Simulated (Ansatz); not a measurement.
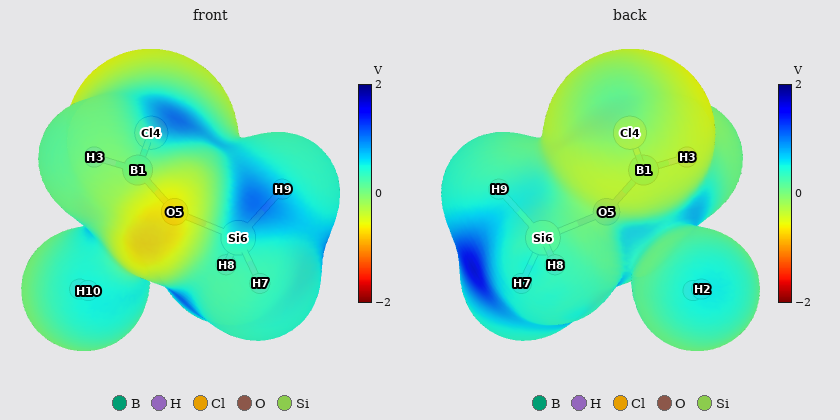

*BClH₄OSi···H₂. The molecular electrostatic potential painted on the density surface at 0.002 e/bohr³, seen from the front and from behind; red is negative and blue positive.*

Theory: RKS PBE-D4/6-31G* (Ansatz).

Input file:

```
crystal:
  periodic: [false, false, false]
  atoms:
    - { symbol: B, position_ang: [0.077857, -0.328283, -0.387088] }
    - { symbol: H, position_ang: [-0.395217, -0.078215, 1.951875] }
    - { symbol: H, position_ang: [0.985881, 0.431856, -0.211586] }
    - { symbol: Cl, position_ang: [-1.462669, 0.32628, -1.006028] }
    - { symbol: O, position_ang: [0.250474, -1.680519, -0.183608] }
    - { symbol: Si, position_ang: [-0.845315, -2.947679, -0.491992] }
    - { symbol: H, position_ang: [-0.097942, -4.199346, -0.167478] }
    - { symbol: H, position_ang: [-2.045954, -2.820724, 0.394283] }
    - { symbol: H, position_ang: [-1.254223, -2.947786, -1.930411] }
    - { symbol: H, position_ang: [-0.141493, -0.720783, 1.781734] }
basis:
  gaussian: { orbitals: "6-31G*" }
hamiltonian:
  xc: pbe
  dispersion: d4
relax:
  f_tol: 0.03
  max_steps: 50
output:
  orbitals: {}
```

Run with:

```sh
ansatz run input.yaml --threads 1 --pin off --max-ram 2048MiB --backend cpu --events-out ev --progress --plain --runs-dir out
```

The fields are those of the run's last geometry, not of the input's.

Describe the electrostatic potential map.

The most negative region (about −0.7 V) lies over O5, the most positive (about +1.6 V) over Si6.
